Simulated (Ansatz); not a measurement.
Breaking the Cd1–H2 bond in BrCdH (SMILES [Br][CdH]) (multiplicity 1 held, fragments rigid). Energies count from the point at 1.659 Å.
Geometry at that point (charge 0, multiplicity 1):
```xyz
3

Cd     0.0000     0.0000    -0.9978
H      0.0000     0.0000    -2.6564
Br     0.0000     0.0000     1.4443
```

R- and RO- levels are restricted; in cc, def2 and unpolarised 6-31G sets they are followed outwards from rest. Unrestricted levels (U-) break spin symmetry where that is lower. Active spaces are followed from a long bond inwards. Levels need not reach the same state.

Frozen-core correlation. Filled d and f shells under p-block atoms count as core.

Run with Ansatz (Gaussian basis) for Hartree–Fock, density functionals and correlated methods. Values without a source in brackets are computed. In def2 rows elements past Kr take small-core potentials, without spin–orbit coupling.

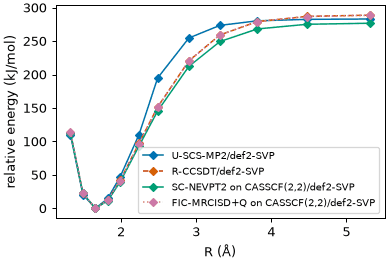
Fig. 1. Relative energy along the coordinate

Doubts at one or more of the structures used: a spin-contaminated determinant (U-SCS-MP2/def2-SVP); a restricted determinant that unrestricted orbitals would lower (R-CCSDT/def2-SVP); other coupled-cluster roots lie near (R-CCSDT/def2-SVP); T1 above 0.05 (R-CCSDT/def2-SVP).

Ansatz is an electronic-structure program.
